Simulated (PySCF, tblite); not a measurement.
# C₇H₉FO: a rotation path, then NMR shifts on frames, part 2 of 2

tblite 0.8.0 and PySCF 2.14.0. Atoms count from 0. The steps go on from the part before.

**5. NMR shieldings: image 2, PBE0/pcSseg-1**

What the job is given:

```
{"job": {"kind": "nmr", "xc": "PBE0", "basis": "pcSseg-1", "pop": false}, "charge": 0, "multiplicity": 1}
C     -2.393900    -1.397700    -0.606200
C     -1.546800    -0.387200    -0.489200
C     -1.713300     1.113700    -0.486400
C     -0.185300     1.244600    -0.312300
C     -0.101300    -0.269500    -0.306400
C      0.821700    -1.216200    -0.159600
O      2.164100    -1.123600     0.060500
C      2.760000     0.127000     0.060500
F      4.026900    -0.024400    -0.408200
H     -3.450100    -1.231500    -0.731900
H     -2.059900    -2.420300    -0.580700
H     -2.301700     1.498500     0.344600
H     -2.102400     1.526800    -1.415900
H      0.304400     1.734100    -1.154100
H      0.132000     1.724000     0.614300
H      0.538400    -2.259600    -0.182000
H      2.254500     0.836000    -0.605500
H      2.844100     0.531600     1.082400
```

With the program's defaults for keys left out, this is: GIAO PBE0/pcSseg-1 NMR shielding, non-relativistic, gas phase.

Standard output:

```text
coarse grid: 15360 points
cycle   1  E = -446.4220145242  dE =  1.473e+00  |g| = 6.961e-01  |ddm| = 4.068e+00
cycle   2  E = -446.3633678905  dE =  5.865e-02  |g| = 9.227e-01  |ddm| = 1.145e+00
cycle   3  E = -446.5149340534  dE = -1.516e-01  |g| = 7.952e-02  |ddm| = 6.594e-01
cycle   4  E = -446.5160582282  dE = -1.124e-03  |g| = 3.571e-02  |ddm| = 1.005e-01
cycle   5  E = -446.5163489516  dE = -2.907e-04  |g| = 1.185e-02  |ddm| = 4.360e-02
cycle   6  E = -446.5163766073  dE = -2.766e-05  |g| = 4.884e-03  |ddm| = 1.341e-02
cycle   7  E = -446.5163821132  dE = -5.506e-06  |g| = 8.255e-04  |ddm| = 5.038e-03
final grid: 149616 points
cycle   8  E = -446.5885903911  dE = -4.542e-05  |g| = 1.273e-02  |ddm| = 5.171e-02
cycle   9  E = -446.5885390952  dE =  5.130e-05  |g| = 2.047e-02  |ddm| = 2.625e-02
cycle  10  E = -446.5886224920  dE = -8.340e-05  |g| = 2.871e-03  |ddm| = 1.805e-02
cycle  11  E = -446.5886244339  dE = -1.942e-06  |g| = 4.108e-04  |ddm| = 2.506e-03
cycle  12  E = -446.5886244615  dE = -2.758e-08  |g| = 1.718e-04  |ddm| = 4.424e-04
cycle  13  E = -446.5886244675  dE = -5.970e-09  |g| = 2.903e-05  |ddm| = 1.615e-04
cycle  14  E = -446.5886244677  dE = -1.654e-10  |g| = 1.363e-05  |ddm| = 3.672e-05
converged SCF energy = -446.5886244677

GIAO shielding tensors (ppm)
atom      isotropic    diamagn.    paramagn.     s11        s22        s33       span
  0 C       81.688     255.337    -173.649    -23.797     98.886    169.977    193.774
  1 C       33.889     259.806    -225.917    -78.173     42.120    137.718    215.891
  2 C      157.006     252.775     -95.769    147.559    151.762    171.696     24.137
  3 C      159.663     248.998     -89.335    151.316    152.895    174.780     23.464
  4 C       68.965     261.167    -192.202     -8.280     76.392    138.782    147.062
  5 C       43.751     252.688    -208.937    -47.493     71.565    107.180    154.674
  6 O      185.557     394.990    -209.432    124.237    170.087    262.347    138.110
  7 C       82.095     245.249    -163.155     58.655     77.593    110.035     51.380
  8 F      353.240     465.757    -112.517    260.794    351.245    447.683    186.889
  9 H       26.768      28.842      -2.074     23.752     25.689     30.864      7.112
 10 H       26.355      32.240      -5.885     23.794     24.937     30.332      6.538
 11 H       29.035      30.063      -1.029     25.761     27.402     33.941      8.180
 12 H       29.042      29.476      -0.433     25.666     27.406     34.055      8.389
 13 H       28.824      30.299      -1.475     24.686     28.711     33.076      8.390
 14 H       28.969      31.268      -2.299     25.219     28.507     33.181      7.962
 15 H       24.821      32.435      -7.614     21.427     24.792     28.245      6.818
 16 H       25.434      30.649      -5.215     19.172     25.558     31.571     12.399
 17 H       25.751      29.176      -3.426     21.861     26.740     28.652      6.791
```

Wall time 27 s (1 thread of Intel Xeon Platinum 8488C, shared host); peak memory 0.93 GiB.

Key values: δ C1 153.0, C5 143.2, C4 118.0, C0 105.2, H15 6.90, H16 6.28 ppm.

**6. Shielding tensors: image 5, PBE0/pcSseg-1**

What the job is given:

```
{"job": {"kind": "nmr", "xc": "PBE0", "basis": "pcSseg-1", "pop": false}, "charge": 0, "multiplicity": 1}
C     -2.391300    -1.400300    -0.633300
C     -1.542100    -0.391900    -0.518200
C     -1.703000     1.108800    -0.572400
C     -0.181800     1.240600    -0.352200
C     -0.103800    -0.271800    -0.286500
C      0.814600    -1.211500    -0.084000
O      2.149300    -1.107700     0.208200
C      2.771100     0.117700     0.160900
F      3.574900     0.194900    -0.950700
H     -3.440300    -1.227800    -0.803500
H     -2.068800    -2.424400    -0.565800
H     -2.310200     1.522700     0.231000
H     -2.064300     1.492100    -1.524800
H      0.350700     1.685300    -1.193900
H      0.091400     1.761600     0.567400
H      0.534500    -2.256200    -0.083200
H      2.078100     0.959200     0.093100
H      3.432200     0.215000     1.031500
```

Method: GIAO PBE0/pcSseg-1 NMR shielding, non-relativistic, gas phase.

Standard output:

```text
coarse grid: 15360 points
cycle   1  E = -446.4235566209  dE =  1.466e+00  |g| = 6.945e-01  |ddm| = 4.077e+00
cycle   2  E = -446.3662578181  dE =  5.730e-02  |g| = 9.174e-01  |ddm| = 1.117e+00
cycle   3  E = -446.5155332212  dE = -1.493e-01  |g| = 7.945e-02  |ddm| = 6.426e-01
cycle   4  E = -446.5166049442  dE = -1.072e-03  |g| = 4.020e-02  |ddm| = 1.026e-01
cycle   5  E = -446.5169534494  dE = -3.485e-04  |g| = 1.458e-02  |ddm| = 4.640e-02
cycle   6  E = -446.5169968259  dE = -4.338e-05  |g| = 4.715e-03  |ddm| = 1.579e-02
cycle   7  E = -446.5170017681  dE = -4.942e-06  |g| = 1.001e-03  |ddm| = 5.312e-03
final grid: 149616 points
cycle   8  E = -446.5896794387  dE = -4.284e-05  |g| = 1.231e-02  |ddm| = 4.592e-02
cycle   9  E = -446.5896357763  dE =  4.366e-05  |g| = 1.926e-02  |ddm| = 2.490e-02
cycle  10  E = -446.5897092916  dE = -7.352e-05  |g| = 2.815e-03  |ddm| = 1.692e-02
cycle  11  E = -446.5897111523  dE = -1.861e-06  |g| = 4.196e-04  |ddm| = 2.457e-03
cycle  12  E = -446.5897111816  dE = -2.932e-08  |g| = 1.625e-04  |ddm| = 4.233e-04
cycle  13  E = -446.5897111870  dE = -5.465e-09  |g| = 2.638e-05  |ddm| = 1.514e-04
cycle  14  E = -446.5897111872  dE = -1.291e-10  |g| = 1.364e-05  |ddm| = 3.638e-05
converged SCF energy = -446.5897111872

GIAO shielding tensors (ppm)
atom      isotropic    diamagn.    paramagn.     s11        s22        s33       span
  0 C       80.957     255.202    -174.245    -24.546     97.651    169.765    194.311
  1 C       33.733     259.539    -225.805    -77.999     42.352    136.847    214.846
  2 C      155.874     252.390     -96.516    144.373    151.647    171.601     27.227
  3 C      159.372     249.108     -89.736    150.263    154.846    173.009     22.746
  4 C       67.950     260.868    -192.918    -14.775     77.019    141.606    156.381
  5 C       42.771     252.361    -209.590    -48.805     72.217    104.901    153.706
  6 O      179.958     394.436    -214.478    106.411    141.795    291.669    185.258
  7 C       84.510     244.093    -159.583     58.754     81.653    113.123     54.369
  8 F      339.156     469.304    -130.148    224.512    348.928    444.027    219.515
  9 H       26.743      28.737      -1.993     23.700     25.680     30.850      7.150
 10 H       26.331      32.186      -5.855     23.766     24.902     30.326      6.561
 11 H       28.958      29.899      -0.941     25.643     27.399     33.831      8.188
 12 H       28.958      29.319      -0.361     25.612     27.355     33.905      8.293
 13 H       28.735      30.106      -1.371     24.967     28.368     32.870      7.903
 14 H       28.994      30.846      -1.852     25.058     28.608     33.317      8.259
 15 H       24.791      32.406      -7.616     21.345     24.755     28.271      6.926
 16 H       25.373      31.386      -6.012     20.666     24.603     30.851     10.185
 17 H       26.018      27.749      -1.730     21.895     26.107     30.053      8.158
```

It took 27 s on 1 thread of Intel Xeon Platinum 8488C, shared host; peak memory 0.93 GiB.

This run: δ C1 153.2, C5 144.2, C4 119.0, C0 106.0, H15 6.93, H16 6.34 ppm.

**7. Nuclear shieldings: image 8, PBE0/pcSseg-1**

What the job is given:

```
{"job": {"kind": "nmr", "xc": "PBE0", "basis": "pcSseg-1", "pop": false}, "charge": 0, "multiplicity": 1}
C     -2.389200    -1.392600    -0.592600
C     -1.526600    -0.391500    -0.525100
C     -1.651500     1.102200    -0.706000
C     -0.151900     1.229200    -0.366900
C     -0.095300    -0.278800    -0.245700
C      0.813000    -1.226200    -0.042500
O      2.167200    -1.130100     0.183400
C      2.746100     0.109400     0.226300
F      2.817500     0.676900    -1.024100
H     -3.427000    -1.222200    -0.824000
H     -2.089700    -2.412300    -0.422300
H     -2.326400     1.590600    -0.005000
H     -1.914400     1.405700    -1.717700
H      0.468700     1.645200    -1.159100
H      0.040000     1.770900     0.559200
H      0.531300    -2.269700    -0.042900
H      2.201000     0.824100     0.858100
H      3.778300    -0.024400     0.570400
```

With the program's defaults for keys left out, this is: GIAO PBE0/pcSseg-1 NMR shielding, non-relativistic, gas phase.

Standard output:

```text
coarse grid: 15360 points
cycle   1  E = -446.4315644456  dE =  1.458e+00  |g| = 6.876e-01  |ddm| = 4.077e+00
cycle   2  E = -446.3780303843  dE =  5.353e-02  |g| = 8.995e-01  |ddm| = 1.081e+00
cycle   3  E = -446.5217415386  dE = -1.437e-01  |g| = 8.021e-02  |ddm| = 6.244e-01
cycle   4  E = -446.5228071345  dE = -1.066e-03  |g| = 4.208e-02  |ddm| = 1.013e-01
cycle   5  E = -446.5231841019  dE = -3.770e-04  |g| = 1.485e-02  |ddm| = 4.644e-02
cycle   6  E = -446.5232292388  dE = -4.514e-05  |g| = 4.603e-03  |ddm| = 1.606e-02
cycle   7  E = -446.5232339352  dE = -4.696e-06  |g| = 9.940e-04  |ddm| = 5.262e-03
final grid: 149616 points
cycle   8  E = -446.5949794911  dE = -4.556e-05  |g| = 1.230e-02  |ddm| = 5.150e-02
cycle   9  E = -446.5949376948  dE =  4.180e-05  |g| = 1.901e-02  |ddm| = 2.491e-02
cycle  10  E = -446.5950096118  dE = -7.192e-05  |g| = 2.804e-03  |ddm| = 1.655e-02
cycle  11  E = -446.5950114421  dE = -1.830e-06  |g| = 4.101e-04  |ddm| = 2.385e-03
cycle  12  E = -446.5950114698  dE = -2.775e-08  |g| = 1.631e-04  |ddm| = 4.235e-04
cycle  13  E = -446.5950114753  dE = -5.469e-09  |g| = 2.733e-05  |ddm| = 1.534e-04
cycle  14  E = -446.5950114754  dE = -1.434e-10  |g| = 1.370e-05  |ddm| = 3.780e-05
converged SCF energy = -446.5950114754

GIAO shielding tensors (ppm)
atom      isotropic    diamagn.    paramagn.     s11        s22        s33       span
  0 C       80.801     255.317    -174.516    -24.718     97.465    169.655    194.373
  1 C       33.400     260.328    -226.927    -78.429     40.867    137.763    216.192
  2 C      156.872     253.094     -96.222    146.981    151.707    171.928     24.947
  3 C      160.662     248.399     -87.737    151.878    155.096    175.013     23.134
  4 C       64.506     260.128    -195.622    -17.929     70.436    141.010    158.939
  5 C       43.236     252.909    -209.673    -47.571     72.102    105.178    152.749
  6 O      179.800     394.699    -214.899    111.286    136.091    292.023    180.737
  7 C       84.539     241.467    -156.928     58.451     83.554    111.611     53.160
  8 F      336.857     475.441    -138.584    239.219    342.212    429.140    189.921
  9 H       26.735      28.822      -2.087     23.733     25.640     30.831      7.099
 10 H       26.314      32.291      -5.977     23.708     24.895     30.340      6.633
 11 H       29.087      29.981      -0.894     25.669     27.445     34.147      8.477
 12 H       28.991      29.669      -0.678     25.693     27.449     33.833      8.140
 13 H       28.577      30.241      -1.664     24.368     28.610     32.753      8.385
 14 H       28.933      30.844      -1.912     24.694     28.702     33.403      8.710
 15 H       24.772      32.511      -7.739     21.290     24.879     28.147      6.857
 16 H       25.875      30.796      -4.921     24.373     25.071     28.182      3.810
 17 H       25.935      26.334      -0.398     21.336     25.739     30.730      9.394
```

It took 27 s on 1 thread of Intel Xeon Platinum 8488C, shared host; peak memory 0.93 GiB.

This run: δ C1 153.5, C5 143.7, C4 122.4, C0 106.1, H15 6.94, H16 5.84 ppm.

**8. Comparing the runs: NMR shifts**

Shifts (ppm) of some atoms, chosen among heavy atoms and hydrogens apart, with basis size and wall time:

```csv
frame,C5,C4,C7,H17,H16,O6,F8,functions,time
image 0,142.3,118.2,105.5,6.15,6.14,149.2,-188.4,198,28 s
image 1,142.6,118.1,105.4,6.07,6.21,149.6,-186.3,198,27 s
image 2,143.2,118.0,104.8,5.97,6.28,150.5,-182.3,198,27 s
image 5,144.2,119.0,102.4,5.70,6.34,156.1,-168.2,198,27 s
image 8,143.7,122.4,102.4,5.78,5.84,156.3,-165.9,198,27 s
```

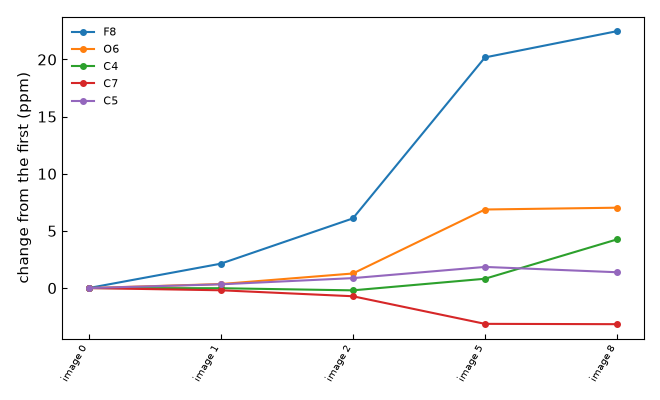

How five of the tabulated atoms move from run to run.

**9. Outcome**

The summary covers parts 1 to 2.

| quantity | value |
| --- | --- |
| lowest and highest image | -0.158 and 0.010 eV |
| ¹³C shifts against TMS (PBE0/pcSseg-1, image 0) | 152.9, 142.3, 118.2, 105.5, 105.2, 29.3, 26.1 ppm |
| ¹H shifts against TMS (PBE0/pcSseg-1, image 0) | 6.85, 6.15, 6.14, 5.36, 4.95, 2.85, 2.85, 2.64, 2.64 ppm |
| ¹⁷O shifts against H2O (PBE0/pcSseg-1, image 0) | 149.2 ppm |
| ¹⁹F shifts against CFCl3 (PBE0/pcSseg-1, image 0) | -188.4 ppm |
| range of the shift of F8 | -188.4 to -165.9 ppm |

**Reading.** The band dips 3.7 kcal/mol below its start, so the start is not the lowest point of the turn; from the lowest image the climb to the highest is 3.9 kcal/mol (GFN2-xTB, rough). Shifts at one fixed geometry are not the observed spectrum, which averages over the motion. In the first frame run (image 0): The largest span, 216 ppm, is at C1, where the paramagnetic term is -226 ppm. Across the 5 runs the shift of F8 moves most, between -188.4 (image 0) and -165.9 ppm (image 8).
